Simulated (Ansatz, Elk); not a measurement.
# IrC: X-ray structure factors from the self-consistent density

The structure of IrC used here is made up (a known structure type with other elements) and was relaxed beforehand with PBEsol. The aim is the Fourier transform of its all-electron density, F(hkl), set beside the sum over free spherical atoms that refinements use.

Main program and level: Elk 11.2.3 (patched build); DFT, PBE, all-electron APW+lo, Dirac cores, scalar-relativistic bands, static density, no spin.

The structure was built from a prototype and need not be the compound's stable phase.

**1. The starting structure**

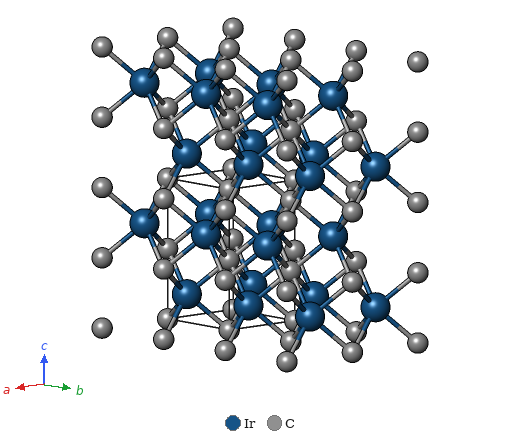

The starting structure, seen from a free direction (iridium blue, carbon grey). 2×3×2 cells are drawn. Bonds to atoms that aren't drawn are left out. Some periodic images of atoms are drawn too.

**2. Ground state and structure factors**

An all-electron density is needed, since X-rays see the cores too. Task 0 finds the density and task 195 Fourier-transforms it; tshift is off so that phases refer to the origin typed.

The input, elk.in:

```
tasks
  0
  195

xctype
  20

spinpol
  .false.

rgkmax
  7.0

gmaxvr
  14.0

lmaxo
  7

lmaxapw
  8

swidth
  0.002

tshift
  .false.

hmaxvr
  5.5

maxscl
  120

epspot
  1e-06

sppath
  './'

avec
  5.41797780537 0.00000000000 -0.00000000000
  -2.70898890268 4.69210641659 0.00000000000
  -0.00000000000 0.00000000000 10.79936382141

atoms
  2
  'Ir.in'
  2
  0.3333333333 0.6666666667 0.2500000000   0.000000 0.000000 0.000000
  0.6666666667 0.3333333333 0.7500000000   0.000000 0.000000 0.000000
  'C.in'
  2
  0.0000000000 0.0000000000 0.5000000000   0.000000 0.000000 0.000000
  0.0000000000 -0.0000000000 -0.0000000000   0.000000 0.000000 0.000000

ngridk
  9 9 4
```

Started as:

```bash
> OMP_NUM_THREADS=4 elk
```

Numbers of over 12 decimals in the logs are rounded to 6 here.

What it wrote:

```text
┌─────────────────────────┐
│ Elk code version 11.2.3 │
└─────────────────────────┘

All units are atomic (Hartree, Bohr, etc.)

┌─────────────────────────────────────────────────┐
│ Ground-state run starting from atomic densities │
└─────────────────────────────────────────────────┘

Lattice vectors :
   5.417977805       0.000000000      -0.000000000
  -2.708988903       4.692106417       0.000000000
  -0.000000000       0.000000000       10.79936382

Reciprocal lattice vectors :
   1.159691961      0.6695484660       0.000000000
  -0.000000000       1.339096932      -0.000000000
   0.000000000       0.000000000      0.5818106891

Unit cell volume      :    274.5384942
Brillouin zone volume :   0.9035170610

Muffin-tin inner radius fraction :   0.1000000000E-01

Nuclei treated as point charges

Species : 1 (Ir)
 parameters loaded from : Ir.in
 name : iridium
 nuclear charge    :   -77.00000000
 electronic charge :    77.00000000
 atomic mass :    350390.1562
 muffin-tin radius :    2.484735796
 number of radial points in muffin-tin :   1393
 inner part over the whole radius :   0.9952994400E-02
 number on inner part of muffin-tin    :    997
 approximate nuclear radius :   0.1024342351E-03
 number of mesh points to nuclear radius :    526
 atomic positions (lattice), magnetic fields (Cartesian) :
  1 :   0.33333333 -0.33333333  0.25000000    0.00000000  0.00000000  0.00000000
  2 :  -0.33333333  0.33333333 -0.25000000    0.00000000  0.00000000  0.00000000

Species : 2 (C)
 parameters loaded from : C.in
 name : carbon
 nuclear charge    :   -6.000000000
 electronic charge :    6.000000000
 atomic mass :    21894.16674
 muffin-tin radius :    1.597330154
 number of radial points in muffin-tin :    593
 inner part over the whole radius :   0.9804269470E-02
 number on inner part of muffin-tin    :    404
 approximate nuclear radius :   0.4747601631E-04
 number of mesh points to nuclear radius :    167
 atomic positions (lattice), magnetic fields (Cartesian) :
  1 :   0.00000000  0.00000000  0.50000000    0.00000000  0.00000000  0.00000000
  2 :   0.00000000  0.00000000  0.00000000    0.00000000  0.00000000  0.00000000

Total number of atoms per unit cell :    4
Total muffin-tin volume :    162.6596866
 ratio of muffin-tin to unit cell volume :   0.5924840777

Spin treatment :
 spin-unpolarised

Number of Bravais lattice symmetries :   24
Number of crystal symmetries         :   24
Crystal has inversion symmetry
Real symmetric eigensolver will be used

k-point grid :      9     9     4
k-point offset :    0.000000000       0.000000000       0.000000000
k-point set is reduced with full crystal symmetry group
Total number of k-points :       36

Muffin-tin radius times maximum |G+k| :    7.000000000
 using average radius
Maximum |G+k| for APW functions       :    3.429635917
Maximum (1/2)|G+k|²                   :    5.881201262
Maximum |G| for potential and density :    14.00000000
Constant for pseudocharge density :    9
 order of it for each species :   16  16
 order of it for pair densities of each species (exact exchange by exxq0 0: 17) :   14   4
Radial integration step length :    1

G-vector grid sizes :     25    25    49
Number of G-vectors :    12613

Maximum angular momentum used for
 APW functions            :    8
 outer part of muffin-tin :    7
 inner part of muffin-tin :    2

Total nuclear charge    :   -166.0000000
Total core charge       :    100.0000000
Total valence charge    :    66.00000000
Total excess charge     :    0.000000000
Total electronic charge :    166.0000000

Effective Wigner radius, rₛ :   0.7336160935

Number of empty states         :     16
Total number of valence states :     50
Total number of core states    :    100

Third-order local-orbitals added for an l without core states : T
Total number of local-orbitals :     92

Exchange-correlation functional :     20     0     0
 Perdew-Burke-Ernzerhof, Phys. Rev. Lett. 77, 3865 (1996)
 gradient requirement :    1
[...]
xc potential                :     -912.14431763986
 exchange                    :     -698.61502425019
 correlation                 :     -9.914985
 electron entropic           :    -0.10458302941993E-02
 total energy                :     -35795.073070517

Density of states at Fermi energy :    80.94208143
 (states/Hartree/unit cell)

Estimated indirect band gap :   0.2076761091E-02
 from k-point 7 to k-point 9
Estimated direct band gap   :   0.1572600218E-01
 at k-point 11

Charges :
 core                        :    100.0000000
 valence                     :    66.00000000
 interstitial                :    5.851879063
 muffin-tins (core leakage)
  species : 1 (Ir)
   atom 1                    :    75.06737230     (  0.1325832646E-02)
   atom 2                    :    75.06737230     (  0.1325832646E-02)
  species : 2 (C)
[...]
total in muffin-tins        :    160.1481209
 total calculated charge     :    165.9921819
 total charge                :    166.0000000
 error                       :   0.7818115197E-02

RMS change in Kohn-Sham potential (target) :    2.037287336     (  0.1000000000E-05)
Absolute change in total energy (target)   :    1.630035690     (  0.1000000000E-03)

[... loops 3 to 15 left out ...]

┌──────────────────┐
│ Loop number : 16 │
└──────────────────┘

Energies :
 Fermi                       :     0.527835
 sum of occupied eigenvalues :     -21942.247231231
 electron kinetic            :      40784.650021708
 core electron kinetic       :      39240.339070864
 Coulomb                     :     -75867.746521904
 Coulomb potential           :     -61799.088875301
 nuclear-nuclear             :     -3445.1734243472
 electron-nuclear            :     -83122.383139937
 Hartree                     :      10699.810042381
 Madelung                    :     -44968.202084253
 xc potential                :     -927.80837763769
 exchange                    :     -699.24224892500
 correlation                 :     -9.931739
 electron entropic           :    -0.53613747234051E-03
 total energy                :     -35792.271024046

Density of states at Fermi energy :    35.92425233
 (states/Hartree/unit cell)

Estimated indirect band gap :   0.5768888235E-02
 from k-point 22 to k-point 21
Estimated direct band gap   :   0.2003258377E-01
 at k-point 22

Charges :
 core                        :    100.0000000
 valence                     :    66.00000000
 interstitial                :    5.558647719
 muffin-tins (core leakage)
  species : 1 (Ir)
[...]
species : 2 (C)
[...]
total in muffin-tins        :    160.4413523
 total calculated charge     :    165.9929120
 total charge                :    166.0000000
 error                       :   0.7087958785E-02

RMS change in Kohn-Sham potential (target) :   0.2218868091E-06 (  0.1000000000E-05)
Absolute change in total energy (target)   :   0.7345662016E-04 (  0.1000000000E-03)

Convergence targets achieved

┌──────────────────┐
│ Loop number : 17 │
└──────────────────┘

Energies :
 Fermi                       :     0.527835
 sum of occupied eigenvalues :     -21942.247238653
 electron kinetic            :      40784.650021921
 core electron kinetic       :      39240.339066732
 Coulomb                     :     -75867.746529823
 Coulomb potential           :     -61799.088865601
 nuclear-nuclear             :     -3445.1734243472
 electron-nuclear            :     -83122.383165747
 Hartree                     :      10699.810060272
 Madelung                    :     -44968.202097022
 xc potential                :     -927.80839497189
 exchange                    :     -699.24224926579
 correlation                 :     -9.931739
 electron entropic           :    -0.53613764259252E-03
 total energy                :     -35792.271032102

Density of states at Fermi energy :    35.92427526
 (states/Hartree/unit cell)

Estimated indirect band gap :   0.5768879044E-02
 from k-point 22 to k-point 21
Estimated direct band gap   :   0.2003257571E-01
 at k-point 22

Charges :
 core                        :    100.0000000
 valence                     :    66.00000000
 interstitial                :    5.558647617
 muffin-tins (core leakage)
  species : 1 (Ir)
[...]
atom 2                    :    75.61649228     (  0.1242687136E-02)
  species : 2 (C)
   atom 1                    :    4.604183915     (  0.2106874515E-04)
   atom 2                    :    4.604183915     (  0.2106874515E-04)
 total in muffin-tins        :    160.4413524
 total calculated charge     :    165.9929120
 total charge                :    166.0000000
 error                       :   0.7087958614E-02

┌──────────────────────────────┐
│ Self-consistent loop stopped │
└──────────────────────────────┘

Warning : core states of species 1 leak from the muffin-tin :   0.1242687136E-02

Wrote STATE.OUT
```

The job ended after 22 s (4 threads of Arm Neoverse V2, shared host; peak memory 0.18 GiB; 70 s of CPU time).

SFACRHO.OUT:

```text

h k l indices transformed by vhmat matrix:
   1.000000000       0.000000000       0.000000000    
   0.000000000       1.000000000       0.000000000    
   0.000000000       0.000000000       1.000000000    

      h      k      l  multipl.   |H|            Re(F)            Im(F)           |F|

      0      0      0      1   0.0000000       166.00000      0.69010224E-16   166.00000    
      0      0      1      2  0.58181069      0.39528615E-13  0.15785924E-14  0.39560123E-13
      0      0      2      2   1.1636214      -126.08177     -0.31739334E-14   126.08177    
     -1      1      0      6   1.3390969      -57.598245     -0.22805383E-13   57.598245    
      1     -1     -1      6   1.4600289      -110.14273      0.48079049E-13   110.14273    
     -1      1     -1      6   1.4600289       110.14273      0.48098436E-13   110.14273    
      0      0     -3      2   1.7454321     -0.12906331E-12 -0.49871534E-14  0.12915963E-12
      1     -1     -2      6   1.7740336       65.720908     -0.20117731E-13   65.720908    
      1     -1      2      6   1.7740336       65.720908     -0.25564245E-13   65.720908    
      0     -1      3      6   2.1999349       96.212250     -0.41099680E-13   96.212250    
      0      1      3      6   2.1999349      -96.212250     -0.37307629E-13   96.212250    
     -1      2      0      6   2.3193839       113.24127      0.96929953E-13   113.24127    
      0      0     -4      2   2.3272428       113.04086      0.48518806E-14   113.04086    
     -1      2     -1     12   2.3912435      0.67654066E-07 -0.12193728E-14  0.67654066E-07
     -1      2     -2     12   2.5949097      -99.703203     -0.89838246E-13   99.703203    
      0      2      0      6   2.6781939      -47.372582     -0.38064260E-13   47.372582    
      0     -1      4      6   2.6850027      -47.302435      0.41287211E-13   47.302435    
      0      1      4      6   2.6850027      -47.302435     -0.27315658E-13   47.302435
```

Elk indexes on the primitive cell of elk.in and gives |H| = 4π sin θ/λ in inverse bohr. Below, one row stands for each form hkl of the conventional cell (m members, Friedel mates merged), F is for one primitive cell and the density is static (no thermal factor). Free-atom factors are Waasmaier and Kirfel's, and R is Σm||F|−|F'||/Σm|F|. Elk warned that it couldn't find a linearisation energy, which lowers the accuracy of some states in this run and its variants.

```tsv
hkl	m	sin θ/λ (Å⁻¹)	abs F, DFT	neutral atoms	diff.
001	2	0.087	0.000	0.000	+0.000
002	2	0.175	126.082	126.455	-0.373
100	6	0.201	57.598	58.008	-0.409
101	12	0.220	110.143	110.298	-0.155
003	2	0.263	0.000	0.000	+0.000
102	12	0.267	65.721	65.706	+0.015
103	12	0.331	96.212	96.413	-0.201
110	6	0.349	113.241	113.320	-0.079
004	2	0.350	113.041	113.154	-0.113
111	12	0.360	0.000	0.000	+0.000
112	12	0.390	99.703	99.768	-0.065
200	6	0.403	47.373	47.238	+0.134
104	12	0.404	47.302	47.184	+0.118
201	12	0.412	87.507	87.563	-0.056
113	12	0.436	0.000	0.000	+0.000
005	2	0.438	0.000	0.000	+0.000
202	12	0.439	52.595	52.639	-0.043
203	12	0.481	80.895	80.928	-0.033
105	12	0.482	80.890	80.850	+0.040
114	12	0.494	95.301	95.439	-0.138
006	2	0.525	86.031	85.659	+0.372
210	12	0.533	40.803	40.831	-0.028
```

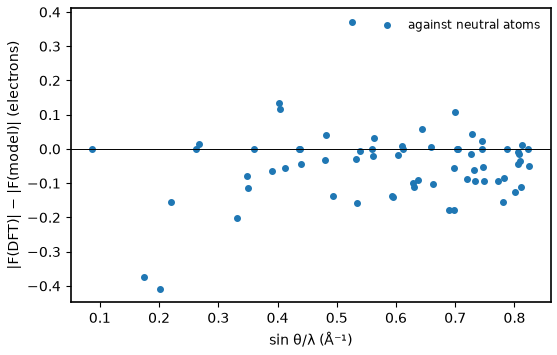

Difference between the calculated structure factors and the independent-atom ones.

**3. What came out**

| Property | Result |
| --- | --- |
| R against neutral atoms, sin θ/λ < 0.3 Å⁻¹ | 0.19 % |
| R against neutral atoms, 0.3 to 0.82 Å⁻¹ | 0.14 % |

Independent neutral atoms miss the calculated amplitudes by R = 0.19 % below 0.3 Å⁻¹ and 0.14 % from there to 0.82 Å⁻¹; by shells, 0.19 % 0.15 to 0.3 (4 forms), 0.13 % 0.3 to 0.45 (8 forms), 0.14 % above 0.45 (40 forms). Bonding, aspherical density and the tables' own atoms all enter these figures, and the runs don't part them. The largest change of an amplitude is -0.41 electrons, at 100. The basis has no finished test. The k-mesh has no finished test. These runs have no spin, though d or f shells may be open. Spin-orbit coupling is left out, which can matter for elements this heavy. Part of the difference isn't bonding: the tables are fits to free atoms and ions calculated by other methods than this functional. Thermal motion, anomalous dispersion and extinction are left out.

[Logs are printed without paths, hosts, clocks, repeated set-up lines and the standing remarks that a program may print on its own settings, such as how far it seeks lower states.]

[Hosts, paths, dates, database ids (printed as entryN), source tags and the programs' standing remarks are cut or masked in the printed files.]
